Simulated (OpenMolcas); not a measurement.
Excited-state calculation of SiPH3Cl (part 2 of 3)

Continued. System: SiPH3Cl, multiplicity 2. Method: MC-PDFT (ftPBE)/STO-3G (OpenMolcas 26.06). The geometry comes from this level: GFN2-xTB.

Geometry of the input (Å):
```
P  -0.4161  0.3396  -1.1494
Si 0.3629  -0.1321  0.8959
Cl 1.4531  -1.8456  0.8205
H  -1.4148  -0.6221  -1.1567
H  -1.2797  1.3338  -0.7221
H  1.2947  0.9264  1.3117
```

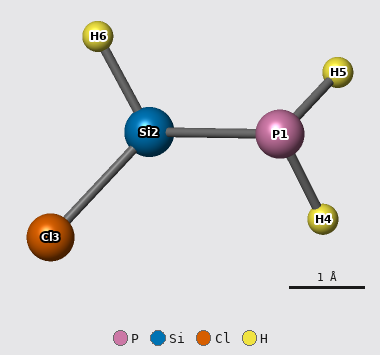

**Figure 1.** The structure (ball-and-stick view, seen at a tilt; atoms are numbered from 1 in the order of the input).

Log, continued
```
      Final state energy(ies):
      ------------------------

::    RASSCF root number  1 Total energy:  -1078.90409490
::    RASSCF root number  2 Total energy:  -1078.73109675
::    RASSCF root number  3 Total energy:  -1078.65398895
::    RASSCF root number  4 Total energy:  -1078.62562714
::    RASSCF root number  5 Total energy:  -1078.61529859

++    Molecular orbitals:
      -------------------

      Pseudonatural active orbitals and approximate occupation numbers

      MOLECULAR ORBITALS FOR SYMMETRY SPECIES 1: a

      INDEX  ENERGY  OCCUPATION COEFFICIENTS ...
          1 -103.6123    2.0000
                19 CL3    1s     ( 0.9945)
          2  -78.9604    2.0000
                 1 P1     1s     ( 0.9940)
          3  -67.8956    2.0000
                10 SI2    1s     ( 0.9940)
          4  -10.3069    2.0000
                19 CL3    1s     (-0.3770)  20 CL3    2s     ( 1.0535)
          5   -7.7507    2.0000
                22 CL3    2px    (-0.4947)  24 CL3    2py    ( 0.8552)
          6   -7.7453    2.0000
                22 CL3    2px    (-0.2098)  24 CL3    2py    (-0.1016)  26 CL3    2pz    (-0.9621)
          7   -7.7452    2.0000
                22 CL3    2px    ( 0.8309)  24 CL3    2py    ( 0.4855)  26 CL3    2pz    (-0.2324)
          8   -7.2792    2.0000
                 1 P1     1s     (-0.3561)   2 P1     2s     ( 1.0421)
          9   -5.9029    2.0000
                10 SI2    1s     (-0.3435)  11 SI2    2s     ( 1.0369)
         10   -5.1032    2.0000
                 4 P1     2px    ( 0.6950)   8 P1     2pz    ( 0.6894)
         11   -5.1031    2.0000
                 4 P1     2px    (-0.1224)   6 P1     2py    ( 0.9710)
         12   -5.1014    2.0000
                 4 P1     2px    (-0.6800)   6 P1     2py    (-0.1275)   8 P1     2pz    ( 0.6948)
         13   -3.9242    2.0000
                13 SI2    2px    ( 0.5122)  15 SI2    2py    (-0.7415)  17 SI2    2pz    ( 0.3697)
         14   -3.9228    2.0000
                13 SI2    2px    (-0.2362)  15 SI2    2py    (-0.5474)  17 SI2    2pz    (-0.7709)
         15   -3.9208    2.0000
                13 SI2    2px    (-0.7952)  15 SI2    2py    (-0.3156)  17 SI2    2pz    ( 0.4694)
         16   -0.9649    2.0000
                20 CL3    2s     (-0.2893)  21 CL3    3s     ( 1.0114)
         17   -0.8217    2.0000
                 2 P1     2s     (-0.2663)   3 P1     3s     ( 0.7006)   5 P1     3px    (-0.1471)  28 H4     1s     ( 0.2585)
                29 H5     1s     ( 0.2650)
         18   -0.4973    2.0000
                 6 P1     2py    (-0.1916)   7 P1     3py    ( 0.4986)   9 P1     3pz    ( 0.1079)  28 H4     1s     (-0.4825)
                29 H5     1s     ( 0.4912)
         19   -0.3902    2.0000
                22 CL3    2px    ( 0.1830)  23 CL3    3px    (-0.6735)  25 CL3    3py    (-0.3056)  26 CL3    2pz    ( 0.1781)
                27 CL3    3pz    (-0.6578)
         20   -0.3863    2.0000
                18 SI2    3pz    ( 0.1165)  22 CL3    2px    ( 0.1576)  23 CL3    3px    (-0.5792)  25 CL3    3py    (-0.3138)
                26 CL3    2pz    (-0.2008)  27 CL3    3pz    ( 0.7411)
         21   -0.6081    1.9761
                 5 P1     3px    ( 0.1572)  11 SI2    2s     (-0.2574)  12 SI2    3s     ( 0.6798)  21 CL3    3s     (-0.1953)
                23 CL3    3px    (-0.1199)  24 CL3    2py    (-0.1074)  25 CL3    3py    ( 0.3542)  28 H4     1s     (-0.1014)
                30 H6     1s     ( 0.2648)
         22   -0.3071    1.7554
                 5 P1     3px    (-0.1232)   7 P1     3py    ( 0.1172)   8 P1     2pz    ( 0.1844)   9 P1     3pz    (-0.5377)
                12 SI2    3s     (-0.2978)  13 SI2    2px    (-0.1532)  14 SI2    3px    ( 0.3819)  17 SI2    2pz    (-0.1006)
                18 SI2    3pz    ( 0.2337)  23 CL3    3px    (-0.2130)  27 CL3    3pz    (-0.1143)  30 H6     1s     ( 0.4393)

         23   -0.3814    1.7838
                 9 P1     3pz    (-0.1352)  12 SI2    3s     (-0.1652)  15 SI2    2py    ( 0.1562)  16 SI2    3py    (-0.3469)
                23 CL3    3px    (-0.2372)  24 CL3    2py    (-0.1859)  25 CL3    3py    ( 0.6698)  30 H6     1s     (-0.3997)

         24   -0.3413    1.7961
                 2 P1     2s     ( 0.1600)   3 P1     3s     (-0.6446)   4 P1     2px    ( 0.2080)   5 P1     3px    (-0.5932)
                 9 P1     3pz    ( 0.2390)  12 SI2    3s     ( 0.2082)  18 SI2    3pz    ( 0.1441)  25 CL3    3py    ( 0.1122)
                27 CL3    3pz    (-0.1258)  28 H4     1s     ( 0.2768)  29 H5     1s     ( 0.2856)
         25   -0.0611    1.3724
                 7 P1     3py    (-0.1104)   8 P1     2pz    (-0.1651)   9 P1     3pz    ( 0.5212)  11 SI2    2s     ( 0.1314)
                12 SI2    3s     (-0.5565)  13 SI2    2px    (-0.1680)  14 SI2    3px    ( 0.4798)  16 SI2    3py    ( 0.1382)
                17 SI2    2pz    ( 0.1698)  18 SI2    3pz    (-0.4790)  23 CL3    3px    (-0.2522)  25 CL3    3py    ( 0.1139)
                27 CL3    3pz    ( 0.1652)  30 H6     1s     ( 0.2343)
         26    0.4209    0.0577
                 3 P1     3s     ( 0.2650)   5 P1     3px    ( 0.3544)   7 P1     3py    (-0.1464)   8 P1     2pz    (-0.1681)
                 9 P1     3pz    ( 0.6055)  12 SI2    3s     (-0.1910)  13 SI2    2px    (-0.1148)  14 SI2    3px    ( 0.3823)
                15 SI2    2py    ( 0.2110)  16 SI2    3py    (-0.7085)  17 SI2    2pz    (-0.2187)  18 SI2    3pz    ( 0.7180)
                21 CL3    3s     (-0.2210)  23 CL3    3px    ( 0.1950)  25 CL3    3py    (-0.2906)  27 CL3    3pz    (-0.1430)
                29 H5     1s     ( 0.1025)  30 H6     1s     ( 0.1523)
         27    0.3665    0.2220
                 3 P1     3s     (-0.2442)   5 P1     3px    (-0.2441)   8 P1     2pz    ( 0.1069)   9 P1     3pz    (-0.3821)
                11 SI2    2s     (-0.1355)  12 SI2    3s     ( 0.6286)  13 SI2    2px    (-0.1354)  14 SI2    3px    ( 0.4488)
                15 SI2    2py    ( 0.1920)  16 SI2    3py    (-0.6397)  17 SI2    2pz    ( 0.1809)  18 SI2    3pz    (-0.5900)
                21 CL3    3s     (-0.3941)  23 CL3    3px    ( 0.3563)  24 CL3    2py    ( 0.1360)  25 CL3    3py    (-0.5881)
                29 H5     1s     ( 0.1123)
         28    0.5498    0.0364
                11 SI2    2s     ( 0.1022)  12 SI2    3s     (-0.5736)  13 SI2    2px    ( 0.2200)  14 SI2    3px    (-0.7717)
                15 SI2    2py    ( 0.1815)  16 SI2    3py    (-0.6443)  18 SI2    3pz    (-0.3375)  25 CL3    3py    ( 0.1702)
                30 H6     1s     ( 1.0392)
--

      Von Neumann Entropy (Root   1) =  0.78802

      Mulliken population analysis for root number:  1
      -----------------------------------------------

++    Molecular charges:
      ------------------

      Mulliken charges per centre and basis function type
      ---------------------------------------------------

                P1      SI2     CL3     H4      H5      H6
      1s       1.9998  1.9997  2.0000  1.0897  1.0964  1.1328
      2s       1.9942  1.9898  1.9991  0.0000  0.0000  0.0000
      2px      1.9776  1.9661  1.9971  0.0000  0.0000  0.0000
      2pz      1.9795  1.9650  1.9994  0.0000  0.0000  0.0000
      2py      1.9733  1.9596  1.9935  0.0000  0.0000  0.0000
      3s       1.7333  1.3998  1.9884  0.0000  0.0000  0.0000
      3px      1.0982  0.8156  1.8288  0.0000  0.0000  0.0000
      3pz      1.1685  0.7927  1.9664  0.0000  0.0000  0.0000
      3py      0.8608  0.6161  1.6188  0.0000  0.0000  0.0000
      Total   14.7851 13.5044 17.3915  1.0897  1.0964  1.1328

      N-E      0.2149  0.4956 -0.3915 -0.0897 -0.0964 -0.1328

      Total electronic charge=   49.000000

      Total            charge=   -0.000000
--

      Expectation values of various properties for root number:  1
      -----------------------------------------------------------

++    Molecular properties:
      ---------------------

      Charge (e):
                      =   -0.0000
      Dipole Moment (debye):
      Origin of the operator (angstrom)=    0.4814   -0.5783    0.1814
                   X= -2.4825E+00               Y=  2.2513E+00               Z=  2.6199E-01           Total=  3.3615E+00
      Quadrupole Moment (debye*angstrom):
      Origin of the operator (angstrom)=    0.4814   -0.5783    0.1814
                  XX= -3.6277E+01              XY=  1.3173E+00              XZ= -8.2842E-01              YY= -3.8679E+01
                  YZ=  1.7595E+00              ZZ= -3.6574E+01
      In traceless form (debye*angstrom)
                  XX=  1.3491E+00              XY=  1.9760E+00              XZ= -1.2426E+00              YY= -2.2534E+00
                  YZ=  2.6392E+00              ZZ=  9.0434E-01
--

      Mulliken spin population analysis for root number:  1
      ---------------------------------------------------

++    Molecular charges:
      ------------------

      Mulliken spin population per centre and basis function type
      ---------------------------------------------------

                P1      SI2     CL3     H4      H5      H6
      1s      -0.0000  0.0001  0.0000  0.0037  0.0021  0.0141
      2s      -0.0000  0.0023  0.0000  0.0000  0.0000  0.0000
      2px     -0.0002  0.0072  0.0005  0.0000  0.0000  0.0000
      2pz      0.0027  0.0075  0.0003  0.0000  0.0000  0.0000
      2py      0.0001  0.0010 -0.0001  0.0000  0.0000  0.0000
      3s      -0.0013  0.1739  0.0007  0.0000  0.0000  0.0000
      3px     -0.0106  0.2846  0.0321  0.0000  0.0000  0.0000
      3pz      0.1276  0.2997  0.0180  0.0000  0.0000  0.0000
      3py      0.0056  0.0378 -0.0094  0.0000  0.0000  0.0000
      Total    0.1239  0.8141  0.0421  0.0037  0.0021  0.0141

      Total electronic spin=    1.000000
--

      Von Neumann Entropy (Root   2) =  0.99632

      Mulliken population analysis for root number:  2
      -----------------------------------------------

++    Molecular charges:
      ------------------

      Mulliken charges per centre and basis function type
      ---------------------------------------------------

                P1      SI2     CL3     H4      H5      H6
      1s       1.9998  1.9998  2.0000  1.0812  1.0868  1.1474
      2s       1.9931  1.9925  1.9991  0.0000  0.0000  0.0000
      2px      1.9780  1.9691  1.9975  0.0000  0.0000  0.0000
      2pz      1.9776  1.9617  1.9994  0.0000  0.0000  0.0000
      2py      1.9733  1.9589  1.9938  0.0000  0.0000  0.0000
      3s       1.6522  1.5821  1.9882  0.0000  0.0000  0.0000
      3px      1.1140  0.9416  1.8564  0.0000  0.0000  0.0000
      3pz      1.0224  0.6802  1.9672  0.0000  0.0000  0.0000
      3py      0.8589  0.5878  1.6402  0.0000  0.0000  0.0000
      Total   14.5693 13.6736 17.4418  1.0812  1.0868  1.1474

      N-E      0.4307  0.3264 -0.4418 -0.0812 -0.0868 -0.1474

      Total electronic charge=   49.000000

      Total            charge=   -0.000000
--

      Expectation values of various properties for root number:  2
      -----------------------------------------------------------

++    Molecular properties:
      ---------------------

      Charge (e):
                      =   -0.0000
      Dipole Moment (debye):
      Origin of the operator (angstrom)=    0.4814   -0.5783    0.1814
                   X= -2.5347E+00               Y=  3.6116E+00               Z= -4.4421E+00           Total=  6.2610E+00
      Quadrupole Moment (debye*angstrom):
      Origin of the operator (angstrom)=    0.4814   -0.5783    0.1814
                  XX= -3.6598E+01              XY=  9.9936E-01              XZ=  2.1107E+00              YY= -3.7774E+01
                  YZ= -1.4088E+00              ZZ= -3.3836E+01
      In traceless form (debye*angstrom)
                  XX= -7.9264E-01              XY=  1.4990E+00              XZ=  3.1661E+00              YY= -2.5576E+00
                  YZ= -2.1133E+00              ZZ=  3.3502E+00
--

      Mulliken spin population analysis for root number:  2
      ---------------------------------------------------

++    Molecular charges:
      ------------------

      Mulliken spin population per centre and basis function type
      ---------------------------------------------------

                P1      SI2     CL3     H4      H5      H6
      1s       0.0000  0.0000  0.0000  0.0112  0.0118  0.0793
      2s       0.0012  0.0011  0.0000  0.0000  0.0000  0.0000
      2px      0.0010  0.0036  0.0002  0.0000  0.0000  0.0000
      2pz      0.0106 -0.0004 -0.0000  0.0000  0.0000  0.0000
      2py      0.0004 -0.0002  0.0001  0.0000  0.0000  0.0000
      3s       0.0867  0.0694  0.0001  0.0000  0.0000  0.0000
      3px      0.0529  0.1382  0.0152  0.0000  0.0000  0.0000
      3pz      0.5334 -0.0300 -0.0025  0.0000  0.0000  0.0000
      3py      0.0212 -0.0094  0.0052  0.0000  0.0000  0.0000
      Total    0.7073  0.1723  0.0182  0.0112  0.0118  0.0793

      Total electronic spin=    1.000000
--

      Von Neumann Entropy (Root   3) =  0.95689

      Mulliken population analysis for root number:  3
      -----------------------------------------------

++    Molecular charges:
      ------------------

      Mulliken charges per centre and basis function type
      ---------------------------------------------------

                P1      SI2     CL3     H4      H5      H6
      1s       1.9998  1.9998  2.0000  1.0225  1.0432  1.0679
      2s       1.9925  1.9933  1.9991  0.0000  0.0000  0.0000
      2px      1.9715  1.9697  1.9976  0.0000  0.0000  0.0000
      2pz      1.9858  1.9629  1.9993  0.0000  0.0000  0.0000
      2py      1.9736  1.9577  1.9938  0.0000  0.0000  0.0000
      3s       1.6077  1.6469  1.9882  0.0000  0.0000  0.0000
      3px      0.7971  0.9684  1.8604  0.0000  0.0000  0.0000
      3pz      1.4603  0.7241  1.9541  0.0000  0.0000  0.0000
      3py      0.8734  0.5471  1.6423  0.0000  0.0000  0.0000
      Total   14.6618 13.7698 17.4347  1.0225  1.0432  1.0679

      N-E      0.3382  0.2302 -0.4347 -0.0225 -0.0432 -0.0679

      Total electronic charge=   49.000000

      Total            charge=   -0.000000
--

      Expectation values of various properties for root number:  3
      -----------------------------------------------------------

++    Molecular properties:
      ---------------------

      Charge (e):
                      =   -0.0000
      Dipole Moment (debye):
      Origin of the operator (angstrom)=    0.4814   -0.5783    0.1814
                   X= -1.5264E+00               Y=  3.6145E+00               Z= -2.8076E+00           Total=  4.8246E+00
      Quadrupole Moment (debye*angstrom):
      Origin of the operator (angstrom)=    0.4814   -0.5783    0.1814
                  XX= -3.5739E+01              XY=  2.1675E+00              XZ=  2.0155E+00              YY= -3.7169E+01
                  YZ=  1.3716E+00              ZZ= -3.8061E+01
      In traceless form (debye*angstrom)
                  XX=  1.8763E+00              XY=  3.2512E+00              XZ=  3.0233E+00              YY= -2.6890E-01
                  YZ=  2.0573E+00              ZZ= -1.6074E+00
--

      Mulliken spin population analysis for root number:  3
      ---------------------------------------------------

++    Molecular charges:
      ------------------

      Mulliken spin population per centre and basis function type
      ---------------------------------------------------

                P1      SI2     CL3     H4      H5      H6
      1s       0.0000  0.0000  0.0000  0.0650  0.0533  0.2712
      2s       0.0019  0.0001  0.0000  0.0000  0.0000  0.0000
      2px      0.0074 -0.0001  0.0001  0.0000  0.0000  0.0000
      2pz      0.0008  0.0017  0.0002  0.0000  0.0000  0.0000
      2py      0.0001 -0.0002 -0.0000  0.0000  0.0000  0.0000
      3s       0.1383  0.0003  0.0002  0.0000  0.0000  0.0000
      3px      0.3689 -0.0094  0.0071  0.0000  0.0000  0.0000
      3pz      0.0307  0.0558  0.0168  0.0000  0.0000  0.0000
      3py      0.0041 -0.0118 -0.0025  0.0000  0.0000  0.0000
      Total    0.5521  0.0365  0.0219  0.0650  0.0533  0.2712

      Total electronic spin=    1.000000
--

      Von Neumann Entropy (Root   4) =  1.43797

      Mulliken population analysis for root number:  4
      -----------------------------------------------

++    Molecular charges:
      ------------------

      Mulliken charges per centre and basis function type
      ---------------------------------------------------

                P1      SI2     CL3     H4      H5      H6
      1s       1.9998  1.9998  2.0000  1.0814  1.0934  1.1106
      2s       1.9941  1.9911  1.9994  0.0000  0.0000  0.0000
      2px      1.9780  1.9650  1.9974  0.0000  0.0000  0.0000
      2pz      1.9783  1.9610  1.9992  0.0000  0.0000  0.0000
      2py      1.9732  1.9652  1.9950  0.0000  0.0000  0.0000
      3s       1.7166  1.4575  1.9923  0.0000  0.0000  0.0000
      3px      1.1150  0.7701  1.8394  0.0000  0.0000  0.0000
      3pz      1.0906  0.6278  1.9522  0.0000  0.0000  0.0000
      3py      0.8558  0.8143  1.6866  0.0000  0.0000  0.0000
      Total   14.7013 13.5518 17.4615  1.0814  1.0934  1.1106

      N-E      0.2987  0.4482 -0.4615 -0.0814 -0.0934 -0.1106

      Total electronic charge=   49.000000

      Total            charge=   -0.000000
--

      Expectation values of various properties for root number:  4
      -----------------------------------------------------------

++    Molecular properties:
      ---------------------

      Charge (e):
                      =   -0.0000
      Dipole Moment (debye):
      Origin of the operator (angstrom)=    0.4814   -0.5783    0.1814
                   X= -3.7894E+00               Y=  3.6190E+00               Z= -2.2649E-01           Total=  5.2448E+00
      Quadrupole Moment (debye*angstrom):
      Origin of the operator (angstrom)=    0.4814   -0.5783    0.1814
                  XX= -3.5830E+01              XY=  1.7783E+00              XZ= -1.1221E+00              YY= -3.8620E+01
                  YZ=  1.2938E+00              ZZ= -3.2817E+01
      In traceless form (debye*angstrom)
                  XX= -1.1183E-01              XY=  2.6674E+00              XZ= -1.6831E+00              YY= -4.2961E+00
                  YZ=  1.9408E+00              ZZ=  4.4079E+00
--
```
